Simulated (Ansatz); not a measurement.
## Run report: Si₉ (charge +1), geometry relaxation (part 2 of 2)

Continued. System: Si₉, charge +1, multiplicity 4. Method: UKS PBE-D4/def2-SVP (Ansatz 0.2.0). The geometry: PBE-D4/def2-SVP start.

Geometry of the input (Å):
```
Si 0.7939  1.1628  1.6235
Si -0.6013  -3.2813  0.9459
Si -0.1300  2.2814  -0.5147
Si 0.9252  0.0344  -0.7725
Si -0.7971  -1.7098  -0.8403
Si -1.4920  0.4878  0.5159
Si 2.3379  1.8593  -0.2827
Si -1.3137  0.3363  -2.0145
Si 0.2771  -1.1708  1.3394
```

Trajectory as extended XYZ, continued:
```
9
Properties=species:S:1:pos:R:3:forces:R:3 step=4 energy=-70832.14070
Si    0.8464    1.1352    1.6308    0.0212   0.1137   0.0265
Si   -0.8747   -3.3386    0.9632    0.1726   0.4962  -0.1365
Si   -0.2645    2.2321   -0.6694   -0.0210  -0.0728   0.1554
Si    1.0815    0.0197   -0.8009   -0.0489  -0.0043   0.0942
Si   -1.1161   -1.6299   -0.6799   -0.0390  -0.1602   0.0085
Si   -1.2915    0.4170    0.6059   -0.3147   0.0143   0.0175
Si    2.1581    2.1444   -0.1577    0.1239  -0.1326  -0.0556
Si   -1.0788    0.2927   -2.0976   -0.0068  -0.0241  -0.1417
Si    0.5395   -1.2726    1.2057    0.1126  -0.2302   0.0317
9
Properties=species:S:1:pos:R:3:forces:R:3 step=5 energy=-70832.18964
Si    0.8117    1.1532    1.6292    0.0483   0.0749  -0.0781
Si   -0.8568   -3.2616    0.9744    0.0364   0.1653  -0.0244
Si   -0.2668    2.2063   -0.6197    0.0516   0.0472   0.0711
Si    1.0620    0.0042   -0.8072   -0.0492   0.0536   0.1134
Si   -1.1106   -1.6226   -0.7047   -0.0156  -0.0978  -0.0601
Si   -1.3311    0.3875    0.6168   -0.1167   0.0198  -0.0097
Si    2.1807    2.0966   -0.1639   -0.0358  -0.0462  -0.0238
Si   -1.0780    0.3045   -2.1292    0.0606  -0.0786   0.0788
Si    0.5888   -1.2681    1.2041    0.0204  -0.1383  -0.0673
9
Properties=species:S:1:pos:R:3:forces:R:3 step=6 energy=-70832.20534
Si    0.8036    1.1480    1.6068    0.0217   0.0267   0.0194
Si   -0.8981   -3.1919    1.0179   -0.0205   0.0268   0.0007
Si   -0.2772    2.2134   -0.5654    0.0541  -0.0281   0.0183
Si    1.0555    0.0192   -0.7970    0.0195   0.0468  -0.0328
Si   -1.0967   -1.6486   -0.7394    0.0037  -0.0551  -0.0853
Si   -1.3511    0.3514    0.6065    0.0237   0.0164   0.1037
Si    2.1816    2.1008   -0.1811   -0.0662  -0.0358   0.0159
Si   -1.0516    0.3022   -2.1225   -0.0272  -0.0358  -0.0598
Si    0.6340   -1.2944    1.1742   -0.0088   0.0381   0.0199
9
Properties=species:S:1:pos:R:3:forces:R:3 step=7 energy=-70832.20973
Si    0.8095    1.1430    1.6129   -0.0744  -0.0508  -0.0330
Si   -0.9686   -3.1084    1.0657    0.0374   0.0828  -0.0438
Si   -0.2949    2.1955   -0.5323    0.0864  -0.0251   0.0146
Si    1.0593    0.0341   -0.8123    0.0213   0.0367  -0.0512
Si   -1.0747   -1.6687   -0.7860    0.0734  -0.0994   0.0215
Si   -1.3356    0.2982    0.6218   -0.0368   0.0615   0.0502
Si    2.1659    2.1141   -0.1739   -0.0351   0.0058  -0.0612
Si   -1.0446    0.2954   -2.1401   -0.0094   0.0544   0.0429
Si    0.6836   -1.3033    1.1443   -0.0628  -0.0658   0.0599
9
Properties=species:S:1:pos:R:3:forces:R:3 step=8 energy=-70832.21710
Si    0.8040    1.1407    1.6067   -0.0692  -0.0675  -0.0202
Si   -0.9946   -3.0679    1.0870   -0.0003   0.1157  -0.0869
Si   -0.2873    2.1911   -0.5086    0.0193  -0.0139  -0.0279
Si    1.0570    0.0391   -0.8206    0.0134   0.0102  -0.0315
Si   -1.0264   -1.6900   -0.8213    0.0360  -0.1007   0.0941
Si   -1.3408    0.2741    0.6219   -0.0191  -0.0050   0.0138
Si    2.1689    2.1089   -0.1833    0.0090   0.0343  -0.0464
Si   -1.0659    0.3053   -2.1271   -0.0037   0.0859   0.0297
Si    0.6852   -1.3013    1.1454    0.0145  -0.0590   0.0753
9
Properties=species:S:1:pos:R:3:forces:R:3 step=9 energy=-70832.25501
Si    0.7889    1.1169    1.5892   -0.0338  -0.1130   0.0932
Si   -1.1020   -2.9157    1.1492   -0.0082   0.3634  -0.2178
Si   -0.2894    2.1697   -0.4503   -0.0782  -0.0143  -0.1055
Si    1.0597    0.0515   -0.8397   -0.0743  -0.0767  -0.0341
Si   -0.9072   -1.7421   -0.9109    0.0527  -0.0869   0.2362
Si   -1.3426    0.1889    0.6296   -0.0052  -0.2188  -0.0634
Si    2.1569    2.1171   -0.2081    0.0711   0.0559  -0.0398
Si   -1.1007    0.3336   -2.1007   -0.0123   0.1321   0.0516
Si    0.7364   -1.3199    1.1417    0.0882  -0.0420   0.0796
9
Properties=species:S:1:pos:R:3:forces:R:3 step=10 energy=-70832.36942
Si    0.7779    1.0870    1.5893   -0.0121  -0.1706   0.1563
Si   -1.1930   -2.7452    1.1774   -0.0232   0.5358  -0.1428
Si   -0.3063    2.1461   -0.4210   -0.0923   0.0201  -0.0843
Si    1.0556    0.0521   -0.8508   -0.0884  -0.1398  -0.0318
Si   -0.8233   -1.7758   -0.9693    0.2136  -0.0388   0.1641
Si   -1.3289    0.1020    0.6313   -0.0084  -0.3664  -0.0687
Si    2.1371    2.1247   -0.2195    0.0419   0.0266  -0.0640
Si   -1.1258    0.3517   -2.0788   -0.0739   0.1473   0.0582
Si    0.8067   -1.3427    1.1413    0.0429  -0.0142   0.0129
9
Properties=species:S:1:pos:R:3:forces:R:3 step=11 energy=-70832.53503
Si    0.7691    1.0491    1.5964    0.0624  -0.2101   0.1777
Si   -1.2683   -2.5656    1.1926   -0.0892   0.4538  -0.0176
Si   -0.3224    2.1292   -0.3978   -0.1649   0.0190  -0.1082
Si    1.0476    0.0477   -0.8596   -0.0942  -0.1353   0.0074
Si   -0.7311   -1.8073   -1.0170    0.2786   0.0427   0.0830
Si   -1.3162    0.0186    0.6264    0.1116  -0.2827  -0.1712
Si    2.1175    2.1263   -0.2311   -0.0075  -0.0037  -0.0140
Si   -1.1601    0.3662   -2.0505   -0.1339   0.1120   0.0635
Si    0.8640   -1.3640    1.1405    0.0371   0.0041  -0.0207
9
Properties=species:S:1:pos:R:3:forces:R:3 step=12 energy=-70832.65549
Si    0.7803    0.9879    1.6266    0.0490  -0.0228  -0.0500
Si   -1.3423   -2.3863    1.2144   -0.1071  -0.1071   0.0437
Si   -0.3563    2.1205   -0.3999   -0.1121  -0.0288   0.0306
Si    1.0286    0.0374   -0.8644    0.0554   0.0613  -0.0177
Si   -0.6083   -1.8238   -1.0449    0.1290  -0.1599  -0.0218
Si   -1.2724   -0.0483    0.5779    0.0708   0.3953  -0.1280
Si    2.0853    2.1181   -0.2263   -0.0374  -0.0115   0.0488
Si   -1.2245    0.3829   -2.0229   -0.0889  -0.0022   0.0698
Si    0.9096   -1.3883    1.1395    0.0413  -0.1243   0.0247
9
Properties=species:S:1:pos:R:3:forces:R:3 step=13 energy=-70832.68139
Si    0.8342    0.9463    1.6103    0.0581  -0.0265   0.0231
Si   -1.4355   -2.3233    1.2047    0.0678  -0.0601  -0.0151
Si   -0.3876    2.1302   -0.3947   -0.0109  -0.1003  -0.1107
Si    1.0461    0.0591   -0.8663   -0.1130   0.0313  -0.0176
Si   -0.5163   -1.8688   -1.0395   -0.0834   0.0289   0.0311
Si   -1.2326   -0.0065    0.5506    0.0219   0.0200  -0.0376
Si    2.0554    2.1619   -0.2143    0.0309   0.0155   0.0712
Si   -1.2701    0.3440   -1.9806   -0.0121   0.0845  -0.0676
Si    0.9065   -1.4428    1.1298    0.0408   0.0069   0.1232
9
Properties=species:S:1:pos:R:3:forces:R:3 step=14 energy=-70832.65974 accepted=F
Si    0.8487    0.9429    1.6099   -0.1445   0.1264   0.0015
Si   -1.3951   -2.3589    1.2013   -0.0916   0.0735   0.0381
Si   -0.3776    2.1228   -0.4380   -0.0723   0.1156   0.1842
Si    0.9995    0.0692   -0.8503    0.3483  -0.1652  -0.1974
Si   -0.5507   -1.8601   -1.0394    0.1880  -0.0645  -0.0951
Si   -1.2166   -0.0186    0.5356   -0.2760   0.1579   0.2208
Si    2.0720    2.1534   -0.1893   -0.0256  -0.0604  -0.0795
Si   -1.2866    0.3738   -2.0068    0.0617  -0.0951   0.1321
Si    0.9063   -1.4245    1.1769    0.0121  -0.0883  -0.2047
9
Properties=species:S:1:pos:R:3:forces:R:3 step=15 energy=-70832.68811
Si    0.8306    0.9455    1.6121    0.0066   0.0086  -0.0063
Si   -1.4128   -2.3351    1.2078    0.0064  -0.0056   0.0009
Si   -0.3842    2.1214   -0.4133    0.0058   0.0020  -0.0086
Si    1.0349    0.0592   -0.8718   -0.0045   0.0011  -0.0012
Si   -0.5314   -1.8610   -1.0368   -0.0004  -0.0090   0.0044
Si   -1.2392   -0.0036    0.5503    0.0044  -0.0093   0.0161
Si    2.0625    2.1523   -0.1972    0.0020   0.0035   0.0127
Si   -1.2739    0.3566   -1.9918   -0.0084   0.0112  -0.0194
Si    0.9135   -1.4353    1.1406   -0.0119  -0.0025   0.0015
```

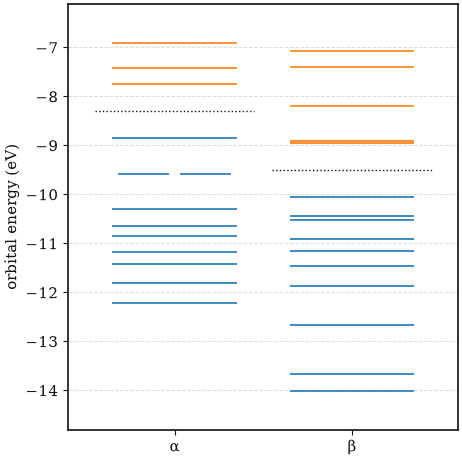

*Orbital energies near the frontier for α and β spins; the dotted line parts filled from empty levels, and levels within 0.02 eV of each other stand side by side.*

α: highest filled −8.84 eV, lowest empty −7.75 eV, 1.09 eV apart; β: highest filled −10.05 eV, lowest empty −8.95 eV, 1.10 eV apart.

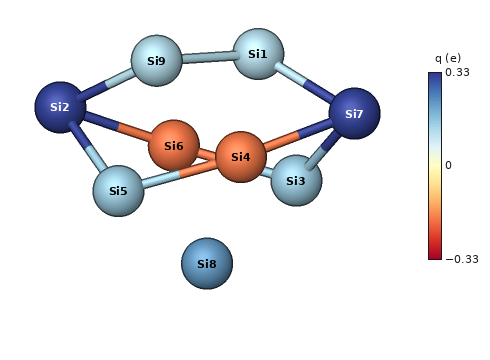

*Mulliken charges, as the colour of each atom (ball-and-stick view, seen on its broad side; atoms are numbered from 1 in the order of the input; Mulliken charges depend strongly on the basis).*

By element: Si −0.19 to +0.31 e.

Results in brief:

```csv
quantity,value
outcome,converged
total energy,−70832.6882 eV
mean-field energy,−70831.7301 eV
dispersion energy,−0.9580 eV
⟨S²⟩,3.763
HOMO (either spin),−8.84 eV
LUMO (either spin),−8.95 eV
largest force (length of the vector) at the end,0.024 eV/Å
hardware,"4 threads of Arm Neoverse V2, 23 GiB of memory available, shared host"
wall time,65 s (CPU time 4.2 min)
peak memory,0.31 GiB
```
